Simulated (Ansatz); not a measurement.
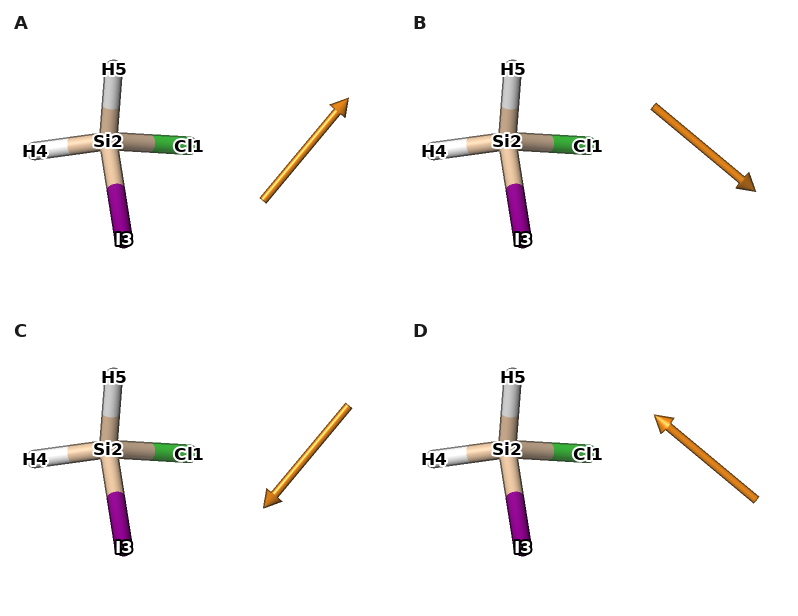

The same molecule four times, each with an arrow. The geometry was computed by an optimisation with PBE-D4/def2-SVP. No frequency run is at hand to confirm it as a minimum. Level of theory: RKS PBE-D4/def2-SVP, core potentials on I (Ansatz 0.2.0).

Question: Which arrow points along the dipole moment, from the negative to the positive end?

Answer: D. The dipole moment is 1.07 D; it points from the side of Cl1 to the side of H4, H5 (the outermost atoms at the two ends).
